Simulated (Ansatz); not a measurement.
# A computed series for hypothetical P6_422 BAs: pressure series

Base system: BAs (space group P6_422, No. 181; a = 3.459 Å, c = 7.482 Å; a hypothetical phase, not in the database extracts checked).

Cell and atoms are relaxed at each pressure.

Method: plane-wave PAW DFT at the PBE level (Ansatz, a program for electronic structure, 420 eV), no spin-orbit coupling.

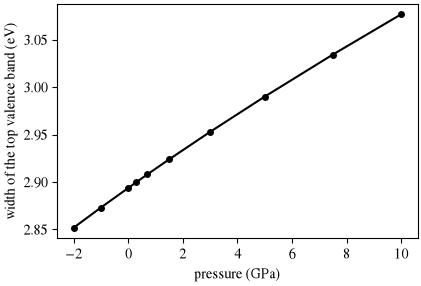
*Width of the top valence band against pressure*

```
pressure (GPa)  width of the top valence band
--------------  -----------------------------
-2                                    2.85 eV
-1                                    2.87 eV
0.3                                   2.90 eV
0.7                                   2.91 eV
1.5                                   2.92 eV
3                                     2.95 eV
5                                     2.99 eV
7.5                                   3.03 eV
10                                    3.08 eV
```

The levels and masses belong to the bands next to the band gap. Load acts through the strain it causes; cell and atoms are relaxed under it. Stability against distortions was not tested. Competing high-pressure phases were not computed. The base started in P3_121 and relaxed to P6_422 at this level.
